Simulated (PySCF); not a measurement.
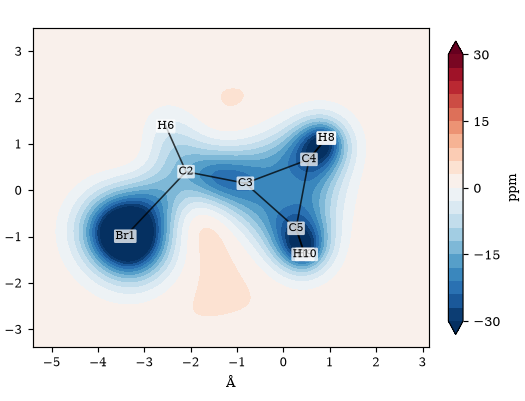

Figure. C$_{4}$H$_{5}$Br, SMILES `BrC=C1CC1`. NICSzz (the component normal to the ring) 1.0 Å above the plane of the 3-membered ring C3/C4/C5; GIAO shieldings; atoms are projected onto the map; negative values mean shielding.

Method: PBE0/def2-SVP; geometry: GFN2-xTB; program: PySCF. No frequency check shows the geometry to be a minimum. GFN2-xTB bond lengths at metals and heavier atoms can be off by up to 0.1 Å and shapes distorted, which carries into these values.

Input

```python
import numpy as np
from pyscf import gto, scf, dft
from pyscf.prop import nmr
from pyscf.data import nist

def solve(mol, dm0=None, hcore=None):
    mf = (dft.UKS if mol.spin else dft.RKS)(mol, xc='pbe0')
    mf.grids.level = 3
    mf.conv_tol, mf.max_cycle = 1e-8, 80
    if hcore is not None:
        mf.get_hcore = lambda *args: hcore
    mf.kernel(dm0)
    if not mf.converged:
        mf = mf.newton().run(mf.mo_coeff, mf.mo_occ, max_cycle=30)
    assert mf.converged, 'SCF not converged'
    return mf

mol = gto.M(atom='''
Br     1.43916     0.09699    -0.00007
C     -0.21223    -0.86789     0.00035
C     -1.36915    -0.26568     0.00010
C     -2.83148    -0.37250    -0.00030
C     -2.14306     0.97569     0.00018
H     -0.07042    -1.93621     0.00059
H     -3.31976    -0.70574    -0.90547
H     -3.31996    -0.70705     0.90363
H     -2.16237     1.56889    -0.90307
H     -2.16257     1.56759     0.90478
''', basis='def2-svp', charge=0, spin=0, verbose=4)
mf = solve(mol)
vxc = nmr.rks.get_vxc_giao  # smaller grid blocks
nmr.rks.get_vxc_giao = lambda *a, **k: vxc(*a, **{**k, 'max_memory': 300})
calc = nmr.RKS(mf)
calc.cphf = True
nuclei = calc.kernel()
mo1 = calc.mo10
# ring centres and points 1 angstrom above and below them
points = np.array([
    [-2.1146, 0.1125, -0.0000],
    [-2.1148, 0.1123, 1.0000],
    [-2.1143, 0.1127, -1.0000],
]) / nist.BOHR
mol.atom_coord = lambda i, unit='Bohr': points[i]
idx = range(len(points))
sigma = (calc.dia(shielding_nuc=idx) + calc.para(mo10=mo1, shielding_nuc=idx)[0]) * nist.ALPHA**2 * 1e6
for p, t in zip(points, sigma):
    print('NICS at %8.4f %8.4f %8.4f  %8.2f ppm' % (*(p * nist.BOHR), -t.trace() / 3))
occ = mf.mo_coeff[:, mf.mo_occ > 0]
dm1 = np.array([mf.mo_coeff @ (2 * x) @ occ.T for x in mo1])
np.savez('result.npz', sigma=sigma, nuclei=nuclei, dm0=mf.make_rdm1(), dm1=dm1, e=mf.e_tot, eps=mf.mo_energy, occ=mf.mo_occ)
```

Launched as:

```sh
OMP_NUM_THREADS=1 python input.py
```

The run took 21 s on 1 thread of Intel(R) Xeon(R) Platinum 8375C CPU @ 2.90GHz (Ice Lake), with other jobs on the host, peak memory 0.67 GiB.

The script gives the values at the ring points; maps and scans were evaluated afterwards from its response orbitals, outside that time.

Question: Is the ring aromatic by this magnetic criterion?

Answer: It is shielded above its centre; in a three-membered ring σ bonds weigh heavily, so the values alone don't measure π aromaticity: NICS(0) = −32.9, NICS(1) = −7.6, NICS(1)zz = −18.6 ppm.

Question: What absolute proton shieldings does the same calculation give?

Answer: From 25.4 ppm (H6) to 30.6 ppm (H9 and H10).
